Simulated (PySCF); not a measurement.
Si$_{3}$AsH$_{9}$: excited-state calculation

- system: Si$_{3}$AsH$_{9}$ (As(SiH3)3)
- method: TDDFT CAM-B3LYP/def2-SVPD, vertical, gas phase, core orbitals frozen in the response (PySCF 2.14.0)

The geometry comes from this level: PBE0-D3(BJ)/def2-SVP. It belongs to a series of runs on one base structure; here: ligand (all three): Me to SiH3.

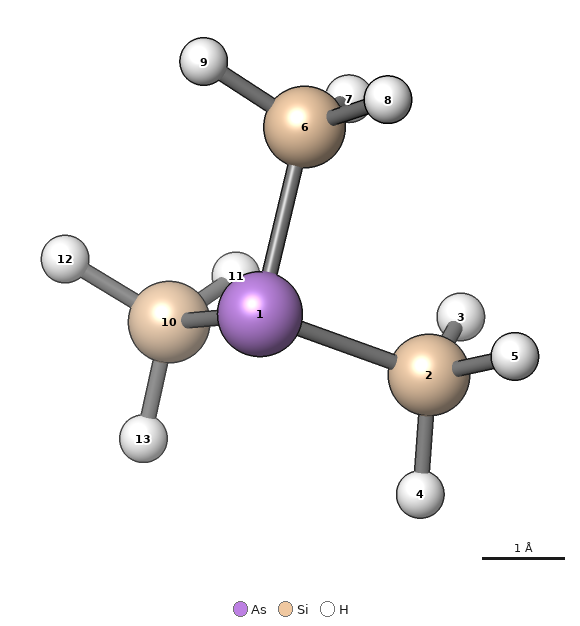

Figure 1. The structure as given in the input (ball-and-stick view, seen at a tilt; atoms are numbered from 1 in the order of the input). Bond lengths as drawn: As–Si 2.37 Å and H–Si 1.49 to 1.50 Å.

Key numbers:

```json
{"quantity": "outcome", "value": "converged"}
{"quantity": "total energy", "value": "−3109.355464 hartree"}
{"quantity": "HOMO", "value": "−8.49 eV"}
{"quantity": "LUMO", "value": "0.57 eV"}
{"quantity": "dipole moment", "value": "0.38 D"}
{"quantity": "mean polarisability", "value": "122.37 a.u."}
{"quantity": "vertical ionisation energy", "value": "9.11 eV"}
{"quantity": "lowest singlet excitation", "value": "6.04 eV"}
{"quantity": "hardware", "value": "1 CPU thread, shared host"}
{"quantity": "wall time", "value": "3.5 min"}
{"quantity": "peak memory", "value": "1.1 GiB"}
```

Notes:

Spin–orbit coupling is left out, which matters for the heavy atoms.

The input:
```
{"job": {"kind": "uv", "xc": "CAM-B3LYP", "basis": "def2-SVPD", "ip": true, "nstates": 10}, "charge": 0, "multiplicity": 1}
As     0.036633     0.002563     1.340851
Si     2.005923    -0.020238     0.028231
H      1.722100    -0.031706    -1.440696
H      2.794008    -1.239352     0.381530
H      2.805592     1.197094     0.360726
Si    -0.979017     1.735819     0.090828
H     -0.928538     1.492510    -1.384796
H     -0.269486     3.014451     0.397039
H     -2.406653     1.848762     0.516198
Si    -1.013330    -1.727874     0.115283
H     -0.857229    -1.563393    -1.363727
H     -2.468465    -1.729468     0.454188
H     -0.410896    -3.031267     0.526555
```

The first line tells a small driver script what to run in PySCF; the rest is the geometry in Å.

Command:
```bash
OMP_NUM_THREADS=1 python <driver script> task.json out
```

The program's output:
```
coarse grid: 48816 points
cycle   1  E = -3109.3355822071  dE = -1.023e+00  |g| = 2.638e-01  |ddm| = 3.829e+00
cycle   2  E = -3109.3499193709  dE = -1.434e-02  |g| = 1.428e-01  |ddm| = 5.943e-01
cycle   3  E = -3109.3551699892  dE = -5.251e-03  |g| = 2.308e-02  |ddm| = 2.527e-01
cycle   4  E = -3109.3554025046  dE = -2.325e-04  |g| = 1.136e-02  |ddm| = 7.580e-02
cycle   5  E = -3109.3554368364  dE = -3.433e-05  |g| = 2.242e-03  |ddm| = 2.299e-02
cycle   6  E = -3109.3554380633  dE = -1.227e-06  |g| = 4.468e-04  |ddm| = 5.010e-03
final grid: 97200 points
cycle   7  E = -3109.3554639091  dE = -1.230e-07  |g| = 3.669e-04  |ddm| = 2.590e-03
cycle   8  E = -3109.3554639224  dE = -1.332e-08  |g| = 3.711e-04  |ddm| = 1.119e-03
cycle   9  E = -3109.3554639410  dE = -1.861e-08  |g| = 2.408e-05  |ddm| = 5.197e-04
cycle  10  E = -3109.3554639416  dE = -5.816e-10  |g| = 1.098e-05  |ddm| = 1.317e-04
```

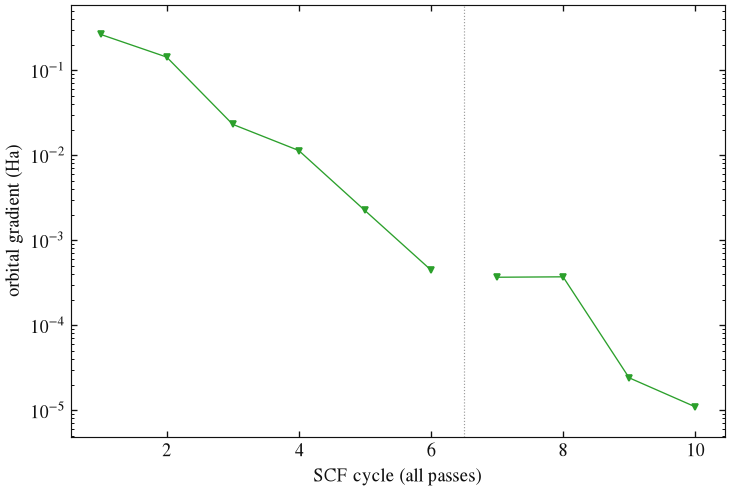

Figure 2. Convergence of the self-consistent field: orbital gradient against the SCF cycle. The dotted line marks the change from a coarse to the final integration grid. The first 6 cycles use a coarse grid, the final grid takes over at cycle 7, and the field converges after 10 cycles in all.

```
converged SCF energy = -3109.3554639416

Static polarisability (au): isotropic 122.372, principal 105.252 130.869 130.996

Singlet excitations
state   eV       nm        f      main configurations
  1   6.0378    205.3   0.07099   H->L 0.97
  2   6.1981    200.0   0.04352   H->L+2 0.52, H->L+1 0.28
  3   6.2047    199.8   0.04652   H->L+1 0.54, H->L+2 0.27
  4   6.4532    192.1   0.00607   H->L+4 0.75, H->L+5 0.14
  5   6.4643    191.8   0.00978   H->L+5 0.73, H->L+4 0.14
  6   7.0319    176.3   0.00281   H->L+3 0.83, H->L+6 0.10
  7   7.0421    176.1   0.00003   H-1->L+1 0.44, H-2->L+2 0.28, H-2->L+1 0.10
  8   7.1197    174.1   0.04927   H-1->L 0.61, H-2->L+1 0.12, H-1->L+2 0.12
  9   7.1261    174.0   0.05466   H-2->L 0.63, H-2->L+2 0.15
 10   7.2121    171.9   0.14096   H-1->L 0.22, H-2->L+2 0.15, H-1->L+4 0.13

Triplet excitations (Tamm-Dancoff, eV): 5.3931 5.4081 5.6313 6.1911
Vertical ionisation energy (delta-SCF) = 9.1100 eV
```

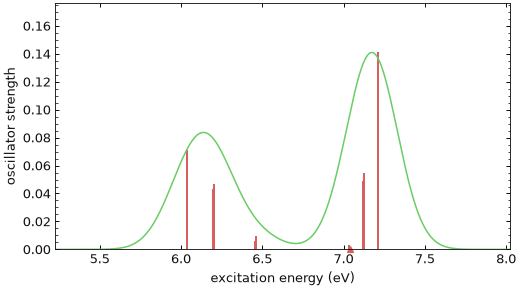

Figure 3. Computed excitations as sticks (degenerate states added up, dark ones marked on the axis), with a Gaussian envelope of 0.35 eV full width at half maximum, scaled to the tallest. Of the 10 states the lowest lies at 6.04 eV (f = 0.071); the strongest line is at 7.21 eV, or 172 nm (f = 0.141).

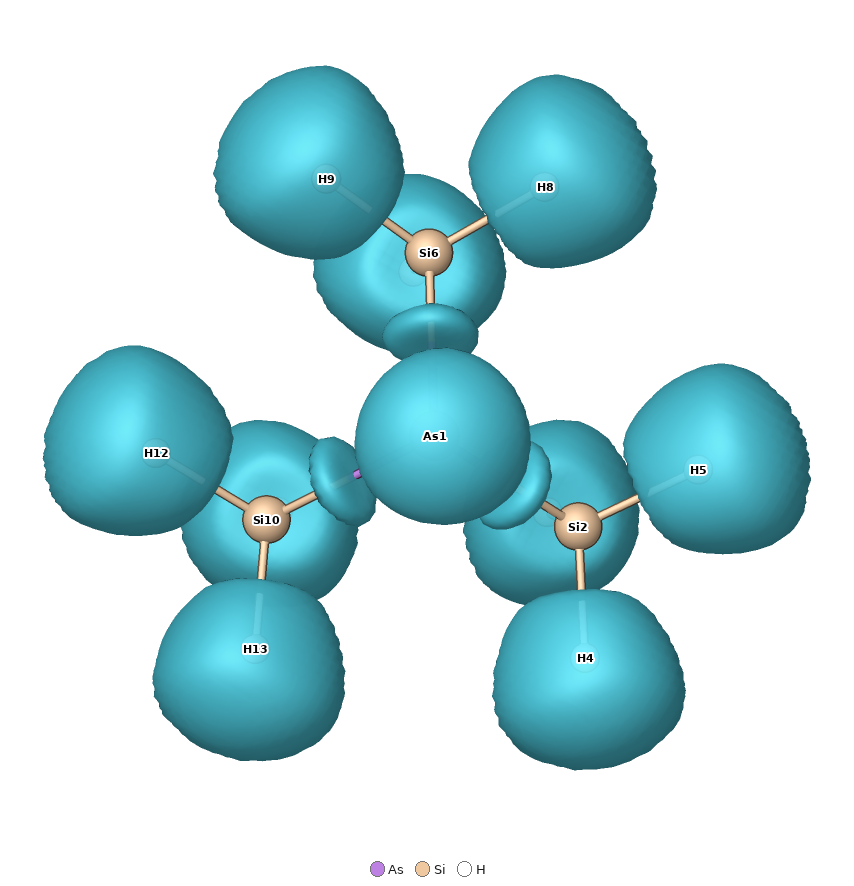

Figure 4. Isosurface of the electron localisation function at 0.85 (cyan), seen face on. Core shells and regions of very low density are left out. Profiles from the grid: Si–As (2.37 Å): the ELF peaks at about 0.95 between the atoms, which marks a covalent bond. Si–H (1.49 Å): the ELF climbs to about 1 towards the hydrogen, as it does in any bond to H.

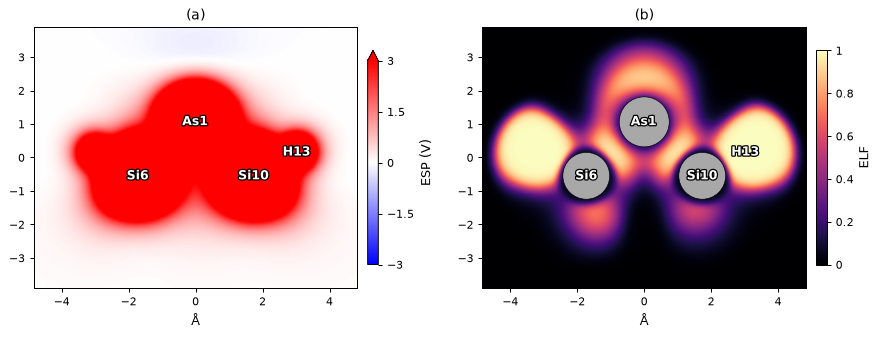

Figure 5. (a) electrostatic potential; (b) electron localisation function on the plane of atoms Si6, As1 and Si10. Grey discs, where drawn, cover atomic cores. Si–As (2.37 Å): the ELF peaks at about 0.95 between the atoms, which marks a shared electron pair. Si–H (1.49 Å): the ELF climbs to about 1 towards the hydrogen. The potential has no marked negative region in this plane.
